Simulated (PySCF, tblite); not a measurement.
**C5H12O2Si: geometry, infrared bands and NMR shifts**

What infrared bands and NMR shifts should C5H12O2Si (`C=CC[Si](O)(O)CC`) show?

Computed with tblite 0.8.0 and PySCF 2.14.0, with density-fitted response routines of our own, on a single molecule in the gas phase. Atoms count from 0, in the outputs and in this text.

### 1 The starting structure

20 atoms, charge 0, multiplicity 1; geometry from: force field or distance geometry start.

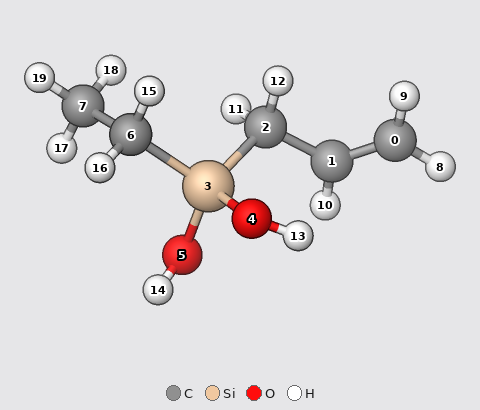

The starting geometry (carbon grey, silicon light orange, oxygen red, hydrogen white), atoms numbered.

### 2 Geometry optimisation with GFN2-xTB

The job: settings as JSON, then the geometry in Å.

```
{"job": {"kind": "relax", "xc": "GFN2-xTB", "basis": "xTB"}, "charge": 0, "multiplicity": 1}
C     -2.551200     0.829300    -2.179500
C     -2.064200     0.050200    -1.226700
C     -1.012400     0.485600    -0.215700
Si     0.611100    -0.496900    -0.311800
O      1.248800    -0.443700    -1.834400
O      0.342300    -2.121000    -0.000100
C      1.832800     0.226800     0.947700
C      1.404400     0.144400     2.412700
H     -3.314400     0.457100    -2.858900
H     -2.238100     1.858900    -2.301100
H     -2.435800    -0.975700    -1.123500
H     -1.440200     0.377800     0.791000
H     -0.781000     1.550000    -0.346000
H      0.609900    -0.584900    -2.557900
H      1.109800    -2.688700    -0.146000
H      2.004200     1.274500     0.701800
H      2.789700    -0.295100     0.838400
H      1.238300    -0.904100     2.719400
H      0.467100     0.693700     2.587900
H      2.173800     0.572500     3.062100
```

Launch:

```console
> OMP_NUM_THREADS=1 python probes_run.py task.json out
```

One launch serves the whole session: the jobs run in the order shown.

What it wrote:

```text
step      E/eV     max force
  0    -727.34159    0.998
  1    -727.39324    0.420
  2    -727.40806    0.246
  3    -727.41520    0.295
  4    -727.42254    0.196
  5    -727.42755    0.199
  6    -727.43462    0.236
  7    -727.44228    0.232
  8    -727.44862    0.198
  9    -727.45352    0.198
 10    -727.45893    0.225
 11    -727.46595    0.290
 12    -727.47300    0.216
 13    -727.47751    0.120
 14    -727.47975    0.105
 15    -727.48139    0.106
 16    -727.48357    0.147
 17    -727.48632    0.161
 18    -727.48903    0.136
 19    -727.49105    0.101
 20    -727.49250    0.079
 21    -727.49377    0.099
 22    -727.49497    0.085
 23    -727.49588    0.074
 24    -727.49651    0.056
 25    -727.49704    0.058
 26    -727.49762    0.059
 27    -727.49827    0.090
 28    -727.49886    0.087
 29    -727.49927    0.050
 30    -727.49954    0.040
 31    -727.49980    0.040
 32    -727.50012    0.068
 33    -727.50047    0.065
 34    -727.50082    0.040
 35    -727.50117    0.044
 36    -727.50161    0.062
 37    -727.50220    0.089
 38    -727.50281    0.079
 39    -727.50328    0.043
 40    -727.50364    0.042
 41    -727.50404    0.048
 42    -727.50457    0.070
 43    -727.50513    0.064
 44    -727.50560    0.045
 45    -727.50597    0.043
 46    -727.50635    0.051
 47    -727.50674    0.053
 48    -727.50706    0.039
 49    -727.50733    0.033
 50    -727.50760    0.037
 51    -727.50794    0.040
 52    -727.50831    0.044
 53    -727.50863    0.030
 54    -727.50886    0.035
 55    -727.50904    0.030
 56    -727.50919    0.024
 57    -727.50929    0.020
 58    -727.50938    0.020
 59    -727.50947    0.025
 60    -727.50960    0.026
 61    -727.50976    0.024
 62    -727.50993    0.036
 63    -727.51011    0.041
 64    -727.51033    0.038
 65    -727.51062    0.038
 66    -727.51093    0.038
 67    -727.51119    0.039
 68    -727.51138    0.032
 69    -727.51152    0.022
 70    -727.51167    0.025
 71    -727.51182    0.028
 72    -727.51190    0.041
 73    -727.51198    0.027
 74    -727.51203    0.018
 75    -727.51213    0.017
 76    -727.51217    0.017
 77    -727.51222    0.014
 78    -727.51226    0.018
 79    -727.51234    0.021
 80    -727.51244    0.026
 81    -727.51254    0.023
 82    -727.51261    0.023
 83    -727.51267    0.022
 84    -727.51273    0.018
 85    -727.51282    0.024
 86    -727.51291    0.019
 87    -727.51297    0.016
 88    -727.51301    0.016
 89    -727.51306    0.018
 90    -727.51311    0.016
 91    -727.51315    0.013
 92    -727.51318    0.015
 93    -727.51324    0.018
 94    -727.51332    0.024
 95    -727.51342    0.025
 96    -727.51350    0.024
 97    -727.51358    0.026
 98    -727.51367    0.030
 99    -727.51380    0.037
100    -727.51393    0.040
101    -727.51400    0.016
102    -727.51404    0.015
103    -727.51407    0.015
104    -727.51410    0.015
105    -727.51413    0.012
106    -727.51414    0.007
```

It took 2.5 s on 1 thread of AMD EPYC, shared host; peak memory 0.18 GiB.

Step by step: (not every step is listed)

```tsv
step	energy from step 0 (eV)	largest force (eV/Å)
0	0.0000	0.9977
1	-0.0516	0.4197
2	-0.0665	0.2457
3	-0.0736	0.2954
4	-0.0810	0.1964
5	-0.0860	0.1988
6	-0.0930	0.2355
7	-0.1007	0.2320
8	-0.1070	0.1979
17	-0.1447	0.1611
26	-0.1560	0.0589
35	-0.1596	0.0442
44	-0.1640	0.0450
53	-0.1670	0.0302
62	-0.1683	0.0362
71	-0.1702	0.0282
80	-0.1708	0.0263
89	-0.1715	0.0177
98	-0.1721	0.0304
101	-0.1724	0.0155
102	-0.1725	0.0154
103	-0.1725	0.0148
104	-0.1725	0.0153
105	-0.1725	0.0119
106	-0.1726	0.0070
```

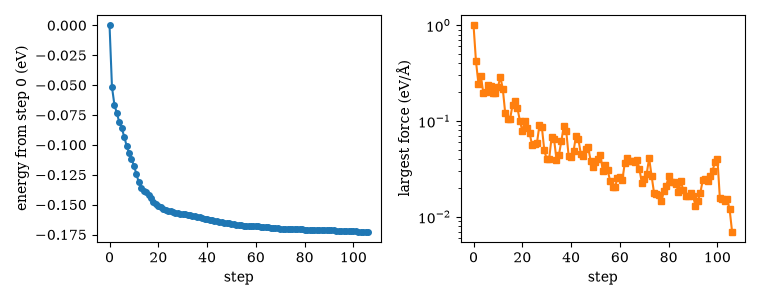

Energy and largest force along the relaxation.

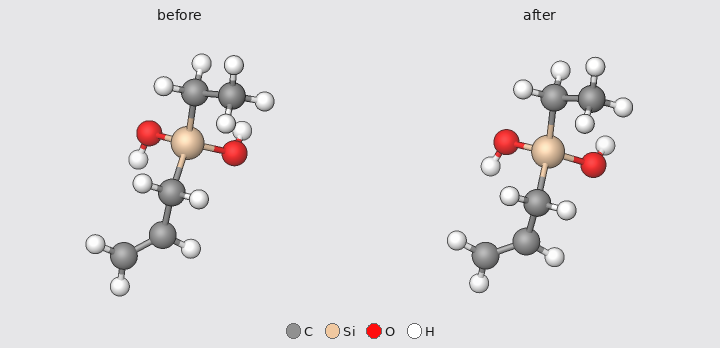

Before and after, at one scale.

Close pairs (by a distance rule), those that changed most:

```tsv
bond	before (Å)	after (Å)	change (Å)
Si3–O5	1.675	1.636	-0.040
C1–C2	1.522	1.487	-0.036
O4–H13	0.975	0.955	-0.021
C7–H17	1.105	1.087	-0.018
Si3–O4	1.652	1.636	-0.016
C1–H10	1.096	1.081	-0.015
C7–H18	1.100	1.087	-0.013
O5–H14	0.966	0.954	-0.012
```

The next job starts from the end point, and lists it.

### 3 Harmonic vibrations with GFN2-xTB

The job: settings as JSON, then the geometry in Å.

```
{"job": {"kind": "ir", "xc": "GFN2-xTB", "basis": "xTB"}, "charge": 0, "multiplicity": 1}
C     -2.328165     0.675407    -2.273533
C     -2.093930     0.003808    -1.159080
C     -1.178104     0.453507    -0.077682
Si     0.510008    -0.421480    -0.267017
O      1.126729    -0.205544    -1.766571
O      0.151249    -1.991986     0.017742
C      1.869951     0.231300     0.888273
C      1.504494     0.134503     2.366171
H     -2.977409     0.298160    -3.045442
H     -1.891618     1.645718    -2.449216
H     -2.539939    -0.969736    -1.009033
H     -1.609449     0.217217     0.892454
H     -1.035097     1.532239    -0.132952
H      0.547229    -0.187082    -2.524837
H      0.819433    -2.667671    -0.068975
H      2.103388     1.266908     0.645909
H      2.785388    -0.334250     0.709137
H      1.257296    -0.890078     2.633836
H      0.641332     0.757533     2.587140
H      2.332069     0.462205     2.993074
```

What it wrote:

```text
mode    cm-1     km/mol
  1      32.4      0.32
  2      38.2      0.65
  3      58.0      0.45
  4     109.0      1.82
  5     140.7      8.96
  6     178.4     23.29
  7     182.1      3.17
  8     208.0     56.57
  9     239.5     21.12
 10     261.1     14.28
 11     275.5     88.53
 12     299.8     47.96
 13     356.8     69.92
 14     413.0      3.91
 15     580.7     10.18
 16     686.7     34.53
 17     722.9     15.38
 18     751.4     69.88
 19     773.7     62.78
 20     796.8     59.97
 21     839.2    396.59
 22     866.4    115.34
 23     875.9      4.74
 24     906.9    279.13
 25     958.3     27.24
 26     985.0     33.35
 27    1022.7     11.29
 28    1025.8     17.71
 29    1055.2     24.94
 30    1082.4     10.71
 31    1189.5     61.11
 32    1216.4     34.79
 33    1240.1      6.53
 34    1293.7     10.24
 35    1299.5      8.17
 36    1414.5     13.01
 37    1418.2      0.03
 38    1465.6      2.20
 39    1491.5      2.08
 40    1511.5      1.80
 41    1512.8      2.56
 42    1706.3     43.05
 43    2978.7     42.64
 44    2995.4     31.72
 45    3006.3     23.97
 46    3012.6     38.01
 47    3016.6     50.52
 48    3032.4     59.99
 49    3039.3     32.99
 50    3065.9     37.16
 51    3091.6     32.74
 52    3118.8     70.90
 53    3647.5     12.68
 54    3655.7     11.14
```

Run time: 1.9 s. Hardware: 1 thread of AMD EPYC, shared host; peak memory 0.18 GiB.

Which atoms move in the most intense modes:

```tsv
cm⁻¹	km/mol	atoms
276	88.5	H14 23 %, O4 19 %, C7 15 %, O5 14 %
357	69.9	Si3 25 %, C6 18 %, O4 11 %, O5 11 %
751	69.9	C2 23 %, H14 12 %
774	62.8	H14 20 %, O5 17 %, H11 14 %, H13 14 %
839	396.6	H13 40 %, Si3 19 %, H14 18 %
866	115.3	Si3 32 %, O5 17 %, O4 14 %, H13 13 %
907	279.1	Si3 44 %, O4 23 %, O5 20 %
3119	70.9	H8 67 %, H9 20 %
```

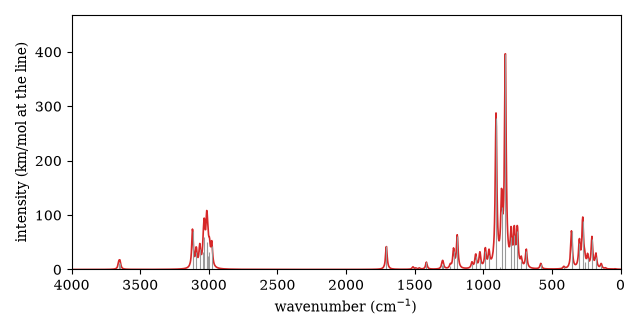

The infrared spectrum from these modes, unscaled. Lines are broadened to a width of 14 cm⁻¹ (Lorentzian).

### 4 Shielding tensors: PBE0/pcSseg-1

The job, as its differences from that of step 3:

```diff
@@ -1,2 +1,2 @@
-{"job": {"kind": "ir", "xc": "GFN2-xTB", "basis": "xTB"}, "charge": 0, "multiplicity": 1}
+{"job": {"kind": "nmr", "xc": "PBE0", "basis": "pcSseg-1"}, "charge": 0, "multiplicity": 1}
 C     -2.328165     0.675407    -2.273533
```

Level: GIAO PBE0/pcSseg-1 NMR shielding, non-relativistic, gas phase.

What it wrote:

```text
coarse grid: 16672 points
cycle   1  E = -636.9488943413  dE =  8.739e-01  |g| = 1.022e+00  |ddm| = 3.917e+00
cycle   2  E = -636.7969395431  dE =  1.520e-01  |g| = 1.383e+00  |ddm| = 1.819e+00
cycle   3  E = -637.1436940141  dE = -3.468e-01  |g| = 1.157e-01  |ddm| = 1.178e+00
cycle   4  E = -637.1463806727  dE = -2.687e-03  |g| = 3.645e-02  |ddm| = 1.177e-01
cycle   5  E = -637.1466995718  dE = -3.189e-04  |g| = 6.775e-03  |ddm| = 3.085e-02
cycle   6  E = -637.1467071803  dE = -7.609e-06  |g| = 3.497e-03  |ddm| = 7.076e-03
cycle   7  E = -637.1467101628  dE = -2.983e-06  |g| = 6.804e-04  |ddm| = 2.981e-03
final grid: 154848 points
cycle   8  E = -637.2136536911  dE = -3.879e-05  |g| = 1.090e-02  |ddm| = 2.632e-02
cycle   9  E = -637.2136357332  dE =  1.796e-05  |g| = 1.452e-02  |ddm| = 1.847e-02
cycle  10  E = -637.2136797346  dE = -4.400e-05  |g| = 1.208e-03  |ddm| = 1.090e-02
cycle  11  E = -637.2136800166  dE = -2.820e-07  |g| = 1.607e-04  |ddm| = 9.420e-04
cycle  12  E = -637.2136800218  dE = -5.180e-09  |g| = 4.707e-05  |ddm| = 1.526e-04
cycle  13  E = -637.2136800221  dE = -3.565e-10  |g| = 2.419e-05  |ddm| = 6.133e-05
converged SCF energy = -637.2136800221

GIAO shielding tensors (ppm)
atom      isotropic    diamagn.    paramagn.     s11        s22        s33       span
  0 C       69.336     254.294    -184.958    -41.433     92.368    157.074    198.507
  1 C       42.140     257.086    -214.946    -80.544     41.510    165.455    245.999
  2 C      161.086     258.135     -97.049    144.133    160.504    178.621     34.488
  3 Si     364.809     881.357    -516.548    353.549    363.187    377.692     24.143
  4 O      283.097     391.424    -108.327    241.971    284.743    322.577     80.605
  5 O      278.920     390.768    -111.848    252.606    286.370    297.785     45.179
  6 C      175.352     256.433     -81.081    169.255    175.019    181.782     12.527
  7 C      178.053     247.540     -69.487    172.938    173.911    187.311     14.373
  8 H       26.523      28.401      -1.879     23.314     25.479     30.775      7.460
  9 H       26.550      32.260      -5.710     22.795     25.711     31.143      8.348
 10 H       25.341      31.392      -6.051     22.779     24.487     28.755      5.975
 11 H       29.788      34.098      -4.310     25.882     29.249     34.233      8.351
 12 H       30.382      35.173      -4.791     26.313     30.043     34.791      8.478
 13 H       28.820      33.527      -4.707     19.457     25.179     41.824     22.367
 14 H       30.063      32.007      -1.944     22.806     23.730     43.653     20.846
 15 H       31.120      33.454      -2.334     26.502     29.853     37.005     10.504
 16 H       31.080      31.745      -0.665     26.267     30.049     36.925     10.658
 17 H       30.788      30.485       0.303     25.953     29.921     36.491     10.538
 18 H       30.941      31.613      -0.672     26.051     30.301     36.472     10.421
 19 H       30.490      28.029       2.461     25.232     27.838     38.400     13.168
```

Run time: 94 s. Hardware: 1 thread of AMD EPYC, shared host; peak memory 0.92 GiB.

Shifts follow as δ = σ(reference) − σ, with reference shieldings (ppm) from runs at the same level and on the same kind of geometry: ¹H TMS 31.72, ¹³C TMS 186.9, ²⁹Si TMS 349.2, ¹⁷O H2O 336.1. The references are single molecules in the gas phase, so shifts against H2O, NH3, PH3, H3PO4 or CFCl3 are not on the usual liquid scales and can be off by tens of ppm. Atoms listed in one row are averaged.

```tsv
atoms	environment	σ (ppm)	δ (ppm)	δ scaled to CDCl3
C1	alkene CH	42.1	144.8	139.4
C0	terminal =CH2 carbon	69.3	117.6	112.9
C2	allylic sp3 CH2 bonded to Si	161.1	25.8	23.3
C6	sp3 CH2 bonded to Si	175.4	11.6	9.4
C7	methyl carbon	178.1	8.9	6.7
H10	hydrogen on an alkene CH	25.34	6.38	6.12
H8	hydrogen on a terminal =CH2 carbon	26.52	5.19	5.00
H9	hydrogen on a terminal =CH2 carbon	26.55	5.17	4.98
H13, H14	hydrogen on an oxygen bonded to Si	29.44	2.28	–
H11, H12	hydrogen on an allylic sp3 CH2 bonded to Si	30.09	1.63	1.64
H17, H18, H19	hydrogen on a methyl carbon	30.74	0.98	1.03
H15, H16	hydrogen on an sp3 CH2 bonded to Si	31.10	0.62	0.69
Si3	silicon bonded to 2 C, 2 O	364.8	-15.7	–
O4, O5	oxygen bonded to Si, H	281.0	55.1	–
```

The scaled column applies a straight-line fit of computed shieldings to shifts measured in CDCl3 (root-mean-square error 0.16 ppm for H, 1.9 ppm for C).

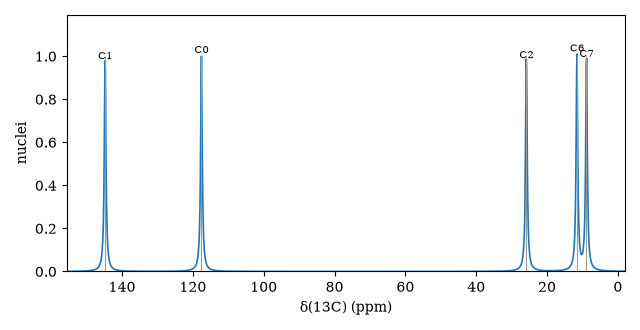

¹³C lines at the computed shifts, without couplings. Lines are broadened to a width of 0.54 ppm (Lorentzian).

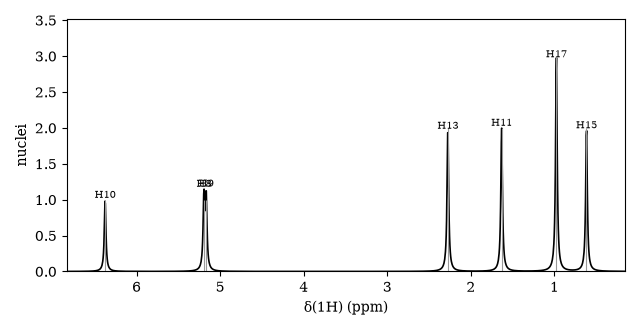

¹H lines at the computed shifts, without couplings. Lines are broadened to a width of 0.02 ppm (Lorentzian).

The run also stored atomic charges by several schemes (e):

```tsv
atoms	Mulliken	IAO	Hirshfeld	ESP fit
C0	-0.18	-0.36	-0.12	-0.57
C1	-0.25	-0.11	-0.03	-0.01
C2	-0.51	-0.58	-0.16	-0.42
Si3	1.20	1.43	0.48	0.90
O4, O5	-0.55	-0.79	-0.31	-0.78
C6	-0.60	-0.57	-0.16	-0.15
C7	-0.30	-0.41	-0.12	-0.22
```

IAO charges:

C0 -0.36; C1 -0.11; C2 -0.58; Si3 1.43; O4 -0.79; O5 -0.80; C6 -0.57; C7 -0.41; H8 0.15; H9 0.14; H10 0.15; H11 0.16; H12 0.15; H13 0.37; H14 0.36; H15 0.15; H16 0.15; H17 0.14; H18 0.13; H19 0.14

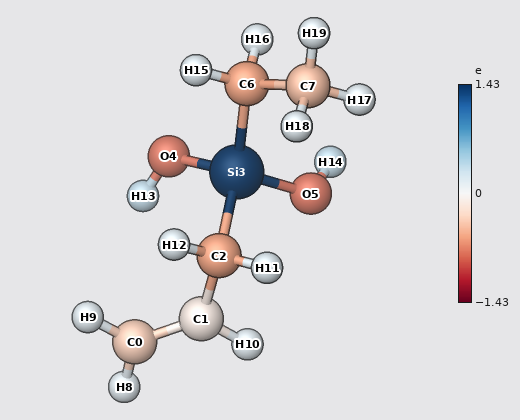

IAO charges, as colours on the atoms.

Mayer bond orders: C0–C1 1.95, C1–C2 1.06, C2–Si3 0.84, Si3–O4 1.08, Si3–O5 1.05, Si3–C6 0.88, C6–C7 1.05.

Orbitals, density, ELF and potential are computed afterwards from the orbital file.

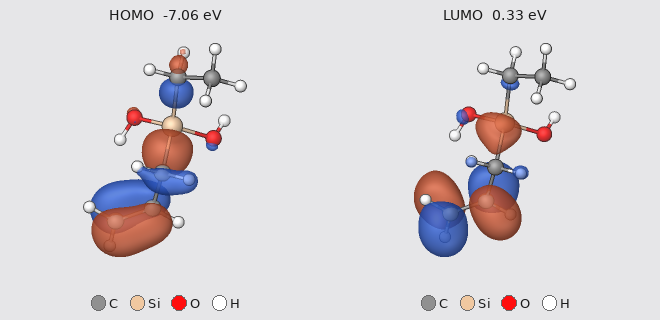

Frontier orbitals at PBE0/pcSseg-1; each surface holds 70 % of the orbital's density, blue and red mark the sign.

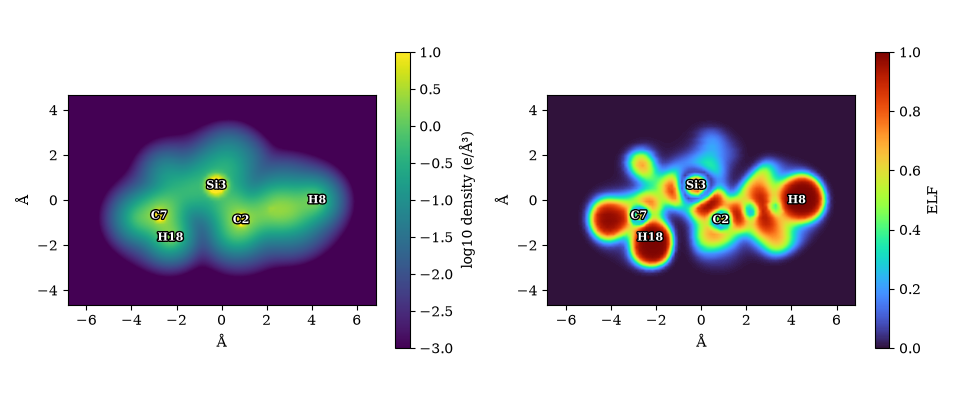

Density (left) and ELF (right) in a plane through or near 5 of the atoms.

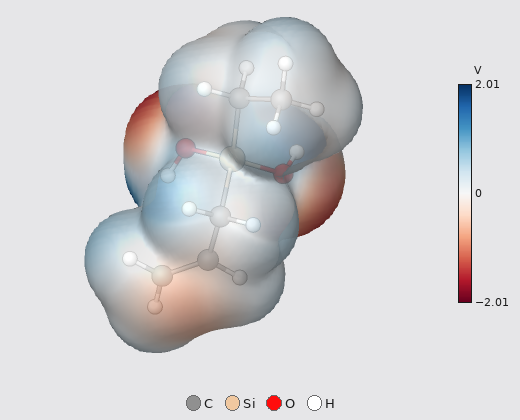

The potential that a unit positive charge feels on the 0.002 e/bohr³ surface, from the 1st to the 99th percentile, from -1.39 V near O4 to 2.01 V near H14.

### 5 Summary of results

```
                                                               quantity                                         value
                              strongest single infrared mode (GFN2-xTB)                          839 cm⁻¹, 397 km/mol
                                           zero-point energy (GFN2-xTB)                                101.7 kcal/mol
                                 ¹³C shifts against TMS (PBE0/pcSseg-1)             144.8, 117.6, 25.8, 11.6, 8.9 ppm
 ¹H shifts against TMS (PBE0/pcSseg-1, means over atoms taken as alike)  6.38, 5.19, 5.17, 2.28, 1.63, 0.98, 0.62 ppm
                                ²⁹Si shifts against TMS (PBE0/pcSseg-1)                                     -15.7 ppm
¹⁷O shifts against H2O (PBE0/pcSseg-1, means over atoms taken as alike)                                      55.1 ppm
                                  surface potential, 1st and 99th percentile                            -1.39 V and 2.01 V
```

What this shows: Over 106 steps the energy fell by 0.173 eV; of the close pairs, Si3–O5 changed most, 1.675 to 1.636 Å. All 54 modes are real, so the xTB geometry is a minimum. The strongest single mode, at 839 cm⁻¹, has its largest shares on H13, Si3 and H14 (the list is cut at 3 atoms). GFN2-xTB is a fitted tight-binding method: band positions and strengths are rough. Its intensities can rank the bands wrongly. The most deshielded carbon is C1 (alkene CH), at 144.8 ppm: the olefinic region. H10 (hydrogen on an alkene CH) lies farthest downfield among hydrogen, at 6.38 ppm; attached to an sp2 carbon and in the plane of the double bond. At PBE0/pcSseg-1: The largest span, 246 ppm, is at C1, where the paramagnetic term is -215 ppm.
